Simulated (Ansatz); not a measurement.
**S2F2 (Difluorodisulfane): a line through the functionals**

The species is S2F2 (4 atoms), meant as a singlet with charge 0. SMILES: `FSSF`. The coordinates come from a PBE0-D4/def2-TZVP relaxation.

The electronic atomisation energy y, in eV, basis 6-311+G(d,p); a is the functional's share of exact exchange. Programs: Ansatz 0.2.0.

```
functional  program     a  y (eV)
    r2SCAN   Ansatz     0    9.94
      BLYP   Ansatz     0    9.93
     B3LYP   Ansatz   0.2    9.33
      PBE0   Ansatz  0.25       ?
   r2SCAN0   Ansatz  0.25    8.96
     BHLYP   Ansatz   0.5    7.98
```

Q: Fit y = c + s·a to the known rows and predict PBE0.

A: 
1. Means of the 5 rows: a = 0.1900, y = 9.228.
2. Σ(Δa)² = 0.172, Σ(Δa·Δy) = -0.6706, so the slope is -0.6706/0.172 = -3.8988.
3. Intercept: 9.228 − (-3.8988) × 0.1900 = 9.969. The largest residual of the fit is 0.14.
4. PBE0: 9.969 + (-3.8988) × 0.25 = 8.99 eV.

The run gave 9.52 eV, so the prediction is off by -0.53 eV, more than the largest residual. The rows mix families of semi-local functionals, which the line can't see.

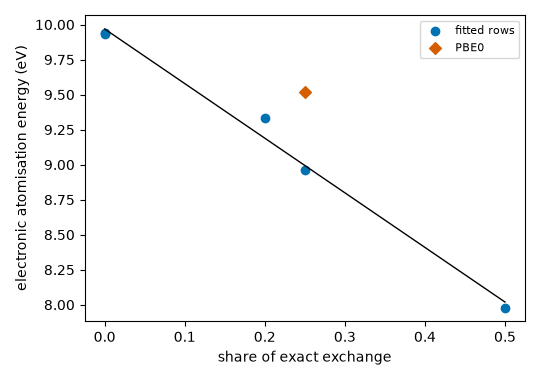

The fitted line, with the withheld row.
